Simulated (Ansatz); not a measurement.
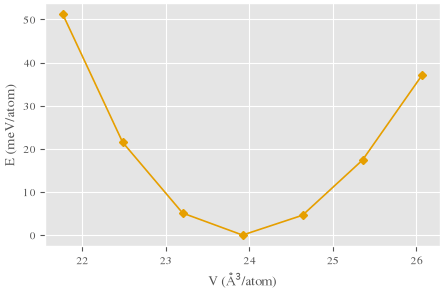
Figure: LaGa₂ in space group P6/mmm (No. 191; La on 1a, Ga on 2d) under volume change, DFT-r²SCAN in the program Ansatz with PAW potentials, shape and atoms relaxed at each volume.

Problem. What does a third-order Birch–Murnaghan fit give for V₀, B₀ and B′?

Solution. V₀ = 23.92 Å³/atom, B₀ = 71.6 GPa, B′ = 4.3.

The workflow started from an entry of the Crystallography Open Database (COD, 293 K). Its standing as an ambient phase is unchecked. The cell was relaxed with r²SCAN under the symmetry of its start; whether a distortion lowers the energy is not shown. Scalar-relativistic: spin–orbit coupling is off unless named, which matters more the heavier the elements.

Potentials: the later of the program's two PAW sets.
